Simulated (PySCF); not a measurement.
## C2H5ClSi (charge +1): geometry relaxation (part 3 of 3)

The same run, continued: C2H5ClSi, charge +1, multiplicity 2; HF/6-31G*, UHF (PySCF 2.14.0). The atoms were displaced at random from an optimised geometry. The geometry is that of the parent species in another charge or spin state.

Geometry of the input (Å):
```
Cl -0.6249  -0.4281  -2.2393
C  -0.4127  0.3434  -0.7199
C  0.9468  0.3003  0.0122
Si -0.4309  -0.5582  0.9148
H  -0.8788  1.3564  -0.7182
H  1.6703  -0.3405  -0.4856
H  1.3646  1.2643  0.3170
H  -0.4388  -2.0609  0.8784
H  -0.9938  0.0078  2.1169
```

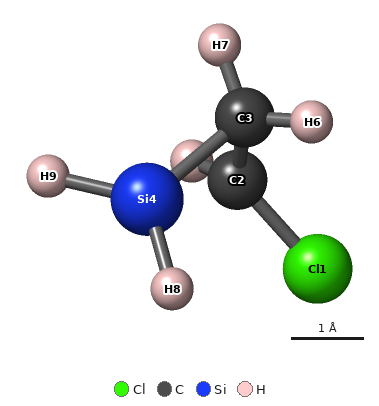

Fig. 1: The geometry at step 5 of the log (ball-and-stick view, seen at a tilt; atoms are numbered from 1 in the order of the input).

### The program's output, continued
```
       4   H                 0.06 -0.02  0.01    0.21  0.02 -0.21   -0.50 -0.43  0.39
       5   H                 0.07  0.05 -0.03    0.14  0.10  0.12   -0.04 -0.07  0.08
       6   H                -0.01  0.05 -0.04   -0.40  0.07 -0.07   -0.01 -0.11  0.12
       7   H                 0.33 -0.16  0.33    0.05  0.03 -0.10    0.14  0.00 -0.05
       8   H                 0.30 -0.09  0.34   -0.05 -0.03 -0.02    0.10  0.01  0.06
Mode                                 9                  10                  11
Irrep
Freq [cm^-1]                      962.7394            993.6753           1077.2869
Reduced mass [au]                   1.4576              1.1106              1.8340
Force const [Dyne/A]                0.7960              0.6461              1.2541
Char temp [K]                    1385.1677           1429.6776           1549.9761
Normal mode                   x     y     z       x     y     z       x     y     z
       0  Cl                 0.00 -0.02 -0.02   -0.00 -0.01 -0.01    0.00  0.01  0.02
       1   C                -0.02  0.07  0.05    0.03  0.00  0.05   -0.07 -0.00 -0.09
       2   C                 0.04 -0.10 -0.05   -0.05  0.01 -0.01    0.12 -0.04  0.08
       3  Si                -0.01  0.03  0.02   -0.01 -0.02  0.02   -0.03 -0.02  0.02
       4   H                 0.00  0.08  0.13    0.11  0.06 -0.00   -0.20 -0.08 -0.19
       5   H                 0.29  0.35 -0.24   -0.08 -0.06  0.03    0.13  0.28 -0.32
       6   H                -0.31 -0.15  0.36   -0.03 -0.03  0.06    0.10  0.18 -0.36
       7   H                 0.21  0.02 -0.14    0.41  0.00 -0.50    0.12 -0.02 -0.14
       8   H                -0.17 -0.17  0.05    0.29  0.57 -0.19    0.07  0.15 -0.02
Mode                                12                  13                  14
Irrep
Freq [cm^-1]                     1196.4607           1227.5892           1464.4325
Reduced mass [au]                   1.2184              1.4870              1.2814
Force const [Dyne/A]                1.0276              1.3203              1.6191
Char temp [K]                    1721.4405           1766.2275           2106.9923
Normal mode                   x     y     z       x     y     z       x     y     z
       0  Cl                 0.00 -0.02 -0.01    0.01  0.00  0.01   -0.00  0.00 -0.01
       1   C                 0.04  0.07  0.05   -0.12  0.04 -0.04    0.06  0.05  0.10
       2   C                -0.04 -0.05  0.01    0.09 -0.01 -0.04    0.01 -0.04 -0.03
       3  Si                -0.00 -0.01 -0.01   -0.00 -0.01  0.00    0.00  0.00 -0.00
       4   H                 0.12  0.09  0.43   -0.07  0.08  0.07   -0.44 -0.20 -0.63
       5   H                 0.10  0.06  0.09    0.32 -0.26  0.66    0.01 -0.14  0.11
       6   H                -0.27  0.34 -0.62   -0.07  0.01  0.06   -0.27  0.11 -0.12
       7   H                -0.05 -0.00  0.05    0.02 -0.01 -0.03   -0.01  0.00  0.02
       8   H                 0.02  0.00 -0.00    0.05  0.08 -0.02   -0.01 -0.02 -0.00
Mode                                15                  16                  17
Irrep
Freq [cm^-1]                     1569.8710           2503.9886           2551.2224
Reduced mass [au]                   1.1571              1.0259              1.0608
Force const [Dyne/A]                1.6802              3.7900              4.0681
Char temp [K]                    2258.6948           3602.6821           3670.6410
Normal mode                   x     y     z       x     y     z       x     y     z
       0  Cl                -0.00  0.00 -0.00   -0.00 -0.00 -0.00    0.00  0.00  0.00
       1   C                 0.02  0.00  0.04    0.00  0.00  0.00   -0.00  0.00 -0.00
       2   C                -0.09 -0.02 -0.02   -0.00 -0.00  0.00    0.00  0.00  0.00
       3  Si                 0.00  0.00 -0.00    0.02  0.01 -0.02    0.01 -0.04 -0.02
       4   H                -0.07 -0.04 -0.13    0.00 -0.00 -0.00    0.00 -0.00 -0.00
       5   H                 0.44  0.43  0.26   -0.00  0.00 -0.00    0.00 -0.00 -0.00
       6   H                 0.56 -0.21 -0.17   -0.00 -0.00 -0.00   -0.00 -0.00 -0.00
       7   H                -0.00  0.00  0.00   -0.11 -0.62 -0.11    0.13  0.72  0.13
       8   H                 0.00 -0.00 -0.00   -0.38  0.38  0.53   -0.32  0.31  0.44
Mode                                18                  19                  20
Irrep
Freq [cm^-1]                     3271.1596           3362.3916           3388.4064
Reduced mass [au]                   1.0562              1.1149              1.0900
Force const [Dyne/A]                6.6588              7.4265              7.3734
Char temp [K]                    4706.4704           4837.7329           4875.1624
Normal mode                   x     y     z       x     y     z       x     y     z
       0  Cl                -0.00 -0.00 -0.00   -0.00  0.00 -0.00   -0.00  0.00  0.00
       1   C                -0.00 -0.00 -0.00    0.01 -0.01 -0.00    0.05 -0.07 -0.01
       2   C                 0.06  0.03  0.00   -0.03  0.08  0.05    0.00 -0.01 -0.01
       3  Si                -0.00 -0.00  0.00    0.00  0.00  0.00    0.00 -0.00 -0.00
       4   H                -0.01  0.01  0.00   -0.10  0.14  0.02   -0.54  0.76  0.09
       5   H                -0.42  0.34  0.26    0.52 -0.41 -0.32   -0.09  0.07  0.05
       6   H                -0.26 -0.64 -0.31   -0.20 -0.49 -0.23    0.04  0.10  0.05
       7   H                -0.00 -0.00  0.00   -0.00 -0.00  0.00   -0.00  0.00 -0.00
       8   H                 0.00 -0.00  0.00    0.00  0.00 -0.00   -0.00  0.00  0.00
temperature 298.1500 [K]
pressure 101325.00 [Pa]
Rotational constants [GHz] 10.75901 2.46579 2.20986
Symmetry number 1
Zero-point energy (ZPE) 0.06458 [Eh]   169558.125 [J/mol]
                           tot       elec      trans        rot        vib
Entropy [J/mol/K]       313.298      5.763    165.221    109.237     33.076
Cv [J/mol/K]             76.572      0.000     12.472     12.472     51.629
Cp [J/mol/K]             84.886      0.000     20.786     12.472     51.629
Internal energy [J/mol]                      3718.434   3718.434 175872.867
Internal energy [Eh]   -826.63805  -826.70787
Enthalpy [J/mol]                             6197.391   3718.434 175872.867
Enthalpy [Eh]          -826.63711
Gibbs free energy [J/mol]                  -43063.201 -28850.673 166011.147
Gibbs free energy [Eh] -826.67268
```

### Trajectory as extended XYZ (Å, eV, eV/Å), 10 frames, from step=0 to step=9
```
9
Properties=species:S:1:pos:R:3:forces:R:3 step=0 energy=-22494.83242
Cl   -0.6249   -0.4281   -2.2393   -0.2212  -0.1902   0.8444
C    -0.4127    0.3434   -0.7199    2.3813   3.8509  -3.3810
C     0.9468    0.3003    0.0122   -1.0802   0.0553  -1.7864
Si   -0.4309   -0.5582    0.9148    0.7950  -3.2706   3.6572
H    -0.8788    1.3564   -0.7182   -0.1635  -1.3327   0.4644
H     1.6703   -0.3405   -0.4856   -0.3162  -0.1796   0.3771
H     1.3646    1.2643    0.3170   -0.7312  -0.3720   0.2323
H    -0.4388   -2.0609    0.8784   -0.1887   1.0199  -0.3285
H    -0.9938    0.0078    2.1169   -0.4754   0.4189  -0.0794
9
Properties=species:S:1:pos:R:3:forces:R:3 step=1 energy=-22495.60831
Cl   -0.6529   -0.4450   -2.2028    0.0028  -0.2293   0.1102
C    -0.3345    0.4093   -0.7705    0.6645   1.2036  -1.2621
C     0.9462    0.3161   -0.0259   -0.8387  -0.3517  -0.7626
Si   -0.3631   -0.5873    0.9623    0.2581  -0.5756   1.9184
H    -0.9014    1.3243   -0.7042   -0.1093  -0.0585   0.2249
H     1.6497   -0.3831   -0.4511    0.1683   0.1177   0.0198
H     1.3283    1.2620    0.3211   -0.0028  -0.0430   0.2702
H    -0.4464   -2.0194    0.8292   -0.0440  -0.2573  -0.2521
H    -1.0239    0.0075    2.1183   -0.0988   0.1940  -0.2666
9
Properties=species:S:1:pos:R:3:forces:R:3 step=2 energy=-22495.79217
Cl   -0.6536   -0.4825   -2.1803    0.0297  -0.0615  -0.0171
C    -0.3070    0.4401   -0.7996   -0.2884   0.4360  -0.6513
C     0.9311    0.3102   -0.0494   -0.0514  -0.2226   0.0117
Si   -0.3324   -0.5926    1.0196    0.2708  -0.6512   0.5692
H    -0.9143    1.3209   -0.6974   -0.0384   0.1101   0.0215
H     1.6560   -0.3635   -0.4806    0.1142   0.0863   0.0702
H     1.3110    1.2284    0.3661    0.0817   0.0685   0.0672
H    -0.4526   -2.0245    0.7792   -0.0896   0.1126   0.0410
H    -1.0365    0.0479    2.1188   -0.0288   0.1217  -0.1125
9
Properties=species:S:1:pos:R:3:forces:R:3 step=3 energy=-22495.84453
Cl   -0.6524   -0.4773   -2.1977    0.0282   0.0493   0.0018
C    -0.3091    0.4602   -0.8254   -0.2160   0.1426  -0.2611
C     0.9238    0.3084   -0.0627   -0.0020  -0.2367   0.3056
Si   -0.2943   -0.6306    1.0375    0.1703  -0.0931   0.2517
H    -0.9294    1.3316   -0.6956    0.0283  -0.0154  -0.0677
H     1.6762   -0.3365   -0.4904    0.0303   0.0843  -0.0794
H     1.2954    1.2129    0.3976    0.0059   0.0144  -0.0654
H    -0.4922   -2.0524    0.8269   -0.0144  -0.0195  -0.0661
H    -1.0160    0.0683    2.0859   -0.0307   0.0742  -0.0194
9
Properties=species:S:1:pos:R:3:forces:R:3 step=4 energy=-22495.85990
Cl   -0.6417   -0.4773   -2.2045    0.0040   0.0640   0.0072
C    -0.3126    0.4630   -0.8327   -0.0406   0.0201  -0.0748
C     0.9194    0.2944   -0.0555   -0.0896  -0.0947   0.2346
Si   -0.2737   -0.6466    1.0669    0.1712   0.0373  -0.0371
H    -0.9344    1.3311   -0.7013   -0.0102   0.0082  -0.0603
H     1.6853   -0.3088   -0.5183   -0.0125  -0.0325   0.0185
H     1.2853    1.1983    0.4115   -0.0092   0.0442  -0.0840
H    -0.5132   -2.0572    0.8284   -0.0267  -0.0384   0.0002
H    -1.0125    0.0877    2.0816    0.0137  -0.0082  -0.0044
9
Properties=species:S:1:pos:R:3:forces:R:3 step=5 energy=-22495.86474
Cl   -0.6360   -0.4657   -2.2139   -0.0128   0.0232  -0.0192
C    -0.3166    0.4671   -0.8370    0.0156  -0.0408  -0.0533
C     0.9127    0.2890   -0.0488   -0.0585  -0.0226   0.1684
Si   -0.2592   -0.6554    1.0773    0.0291   0.0315  -0.0511
H    -0.9355    1.3379   -0.7120    0.0013   0.0000  -0.0182
H     1.6808   -0.3132   -0.5093   -0.0100  -0.0002  -0.0339
H     1.2757    1.2017    0.4036    0.0214   0.0030  -0.0342
H    -0.5177   -2.0660    0.8354    0.0104   0.0404   0.0158
H    -1.0023    0.0891    2.0809    0.0036  -0.0346   0.0257
9
Properties=species:S:1:pos:R:3:forces:R:3 step=6 energy=-22495.86648
Cl   -0.6326   -0.4599   -2.2218    0.0023   0.0052   0.0014
C    -0.3179    0.4659   -0.8394   -0.0079  -0.0055  -0.0493
C     0.9091    0.2857   -0.0424   -0.0236   0.0012   0.0589
Si   -0.2576   -0.6550    1.0815   -0.0024   0.0427  -0.0259
H    -0.9332    1.3402   -0.7210    0.0030  -0.0070   0.0042
H     1.6755   -0.3153   -0.5079   -0.0009  -0.0024  -0.0093
H     1.2742    1.2034    0.3982    0.0219  -0.0063  -0.0105
H    -0.5160   -2.0633    0.8384    0.0063  -0.0065   0.0075
H    -0.9996    0.0826    2.0905    0.0014  -0.0215   0.0230
9
Properties=species:S:1:pos:R:3:forces:R:3 step=7 energy=-22495.86704
Cl   -0.6298   -0.4573   -2.2264    0.0048  -0.0037   0.0059
C    -0.3194    0.4661   -0.8418    0.0074   0.0069  -0.0274
C     0.9066    0.2853   -0.0392   -0.0114   0.0051  -0.0026
Si   -0.2599   -0.6512    1.0819   -0.0152  -0.0025   0.0072
H    -0.9323    1.3424   -0.7275   -0.0028  -0.0002   0.0113
H     1.6702   -0.3197   -0.5047    0.0015   0.0032  -0.0015
H     1.2766    1.2044    0.3938    0.0122  -0.0023  -0.0021
H    -0.5110   -2.0611    0.8389    0.0019   0.0005   0.0048
H    -0.9991    0.0756    2.1012    0.0016  -0.0070   0.0044
9
Properties=species:S:1:pos:R:3:forces:R:3 step=8 energy=-22495.86710
Cl   -0.6283   -0.4573   -2.2270    0.0005  -0.0023   0.0010
C    -0.3193    0.4668   -0.8427    0.0034   0.0076  -0.0129
C     0.9060    0.2855   -0.0392   -0.0038   0.0051  -0.0053
Si   -0.2610   -0.6508    1.0818   -0.0042  -0.0038   0.0080
H    -0.9325    1.3430   -0.7280   -0.0024  -0.0025   0.0050
H     1.6691   -0.3198   -0.5052    0.0011  -0.0006   0.0024
H     1.2778    1.2043    0.3930    0.0052  -0.0015   0.0004
H    -0.5105   -2.0611    0.8402    0.0002  -0.0012   0.0000
H    -0.9993    0.0738    2.1033    0.0000  -0.0008   0.0014
9
Properties=species:S:1:pos:R:3:forces:R:3 step=9 energy=-22495.86712
Cl   -0.6278   -0.4576   -2.2272   -0.0008   0.0003  -0.0007
C    -0.3193    0.4675   -0.8435    0.0064   0.0008  -0.0006
C     0.9056    0.2858   -0.0394   -0.0023   0.0031  -0.0018
Si   -0.2613   -0.6505    1.0821   -0.0003  -0.0022   0.0038
H    -0.9332    1.3430   -0.7281   -0.0010  -0.0011   0.0011
H     1.6686   -0.3202   -0.5048   -0.0005  -0.0006   0.0000
H     1.2788    1.2040    0.3929   -0.0004   0.0001  -0.0013
H    -0.5102   -2.0609    0.8401   -0.0009  -0.0007  -0.0001
H    -0.9994    0.0733    2.1042   -0.0002   0.0003  -0.0003
```

### Summary

| quantity | value |
| --- | --- |
| outcome | converged |
| total energy | −826.707868 hartree |
| basis functions | 74 |
| ⟨S²⟩ | 0.774 |
| zero-point energy | 0.064581 hartree |
| wavenumbers, lowest and highest | 155 and 3388 cm⁻¹ |
| hardware | 1 thread of Arm Neoverse V2, 24 GiB of memory available, shared host |
| wall time | 2 min |
| peak memory | 0.19 GiB |

### Notes

Further notes kept with the run: dipole of an ion depends on the origin.
